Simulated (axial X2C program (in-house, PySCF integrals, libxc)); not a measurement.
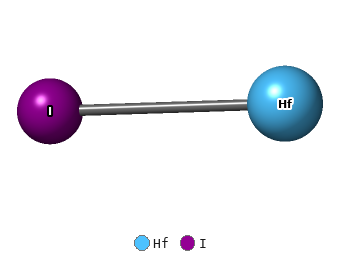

**Figure 1.** The molecule at the reference distance of 2.872 Å.

## Run report: HfI⁻, relativistic diatomic calculation

- system: HfI⁻, single determinant with Ω = 2. The distance is the PBE0 minimum at charge −1.
- method: expectation values, HF and Kohn-Sham, two-component X2C with atomic mean-field Coulomb and Gaunt terms, Hf dyall-acv3z, I dyall-acv3z (cores contracted) (axial X2C program (in-house, PySCF integrals, libxc))

## The program's output
```
two-component X2C + atomic mean field  PBE0
basis functions 334  fitting functions 1654  grid points 5805
iter        total energy     max residual
   1     -22187.530593667     2.57e+01
   2     -22188.728027409     2.28e+00
   3     -22188.857754929     2.24e+00
   4     -22188.876284743     4.17e-01
   5     -22188.879255967     4.65e-01
   6     -22188.882570086     7.01e-02
   7     -22188.882892736     9.00e-02
   8     -22188.882979261     1.06e-02
   9     -22188.882987674     5.13e-03
  10     -22188.882990561     4.15e-03
  11     -22188.882991156     2.21e-03
  12     -22188.882991304     5.47e-04
  13     -22188.882991360     6.54e-04
  14     -22188.882991391     2.20e-04
  15     -22188.882991404     1.44e-04
  16     -22188.882991409     1.43e-04
  17     -22188.882991412     7.46e-05
  18     -22188.882991413     3.88e-05
  19     -22188.882991413     2.21e-05
  20     -22188.882991413     6.84e-06
converged
one-electron -31854.20117562  Coulomb 9474.90659959  exact exchange -122.00371666  xc functional -373.65918834  nuclear repulsion 703.11289585  atomic mean-field constant -17.03840622
```

## Expectation values by level of theory

```tsv
quantity	PBE0	HF	r2SCAN	PBE	B3LYP
effective field for an electron dipole moment (GV/cm)	−6.24	−49.9	−3.39	−4.37	−3.79
field gradient at the first nucleus (a.u.)	−2.08	−2.16	−1.95	−1.55	−1.88
field gradient at the second nucleus (a.u.)	1.15	1.04	1.19	1.27	1.04
A∥/gI, first nucleus (MHz)	465	27.7	182	552	514
A∥/gI, second nucleus (MHz)	41.8	37.6	46.0	49.0	35.8
```

Each column comes from one determinant with 2 or more unpaired spinors, which can mix states, in a basis with contracted cores. The levels disagree widely: the effective field runs from −49.9 to −3.39 GV/cm and A∥/gI at the first nucleus runs from 27.7 to 552 MHz. They may not all have settled in the same state, and these values aren't reliable properties of the molecule.

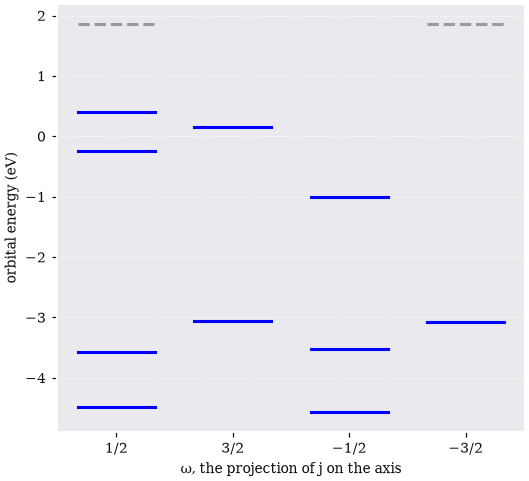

**Figure 2.** Orbital energies (PBE0) near the frontier at 2.87 Å, filled (solid) and empty (dashed). The highest filled spinor (1/2; 78 % Hf d, 13 % Hf p) lies at 0.40 eV, the lowest empty one (1/2; 96 % Hf p) at 1.86 eV. A filled level above zero is held only by the finite basis .

## Input file
```
{"zs": [72, 53], "q": -1, "bas": ["dyall-acv3z", "dyall-acv3z"], "r0": 2.85, "levels": ["PBE0", "HF", "r2SCAN", "PBE", "B3LYP"], "nst": 2}
```

The line is the task of a batch: nuclear charges, charge, bases, the levels to run, a first guess of the distance and further settings. This report covers the levels named above. The log is that of the reference distance.

Launched within a batch (the task file carries these settings):
```bash
python <driver script> task.json out
```

## Summary

- outcome: converged; the levels of theory disagree widely; a filled level lies above zero
- hardware: 1 thread of Arm Neoverse N1, 16 GiB of memory available, shared host
- wall time: 38 s
- peak memory: 0.87 GiB

## Notes

The highest filled level (PBE0, up to 0.40 eV) lies above zero. That is common for anions, where the functional's self-interaction leaves the outer electrons unbound; only the finite basis holds them, so such levels depend on it.
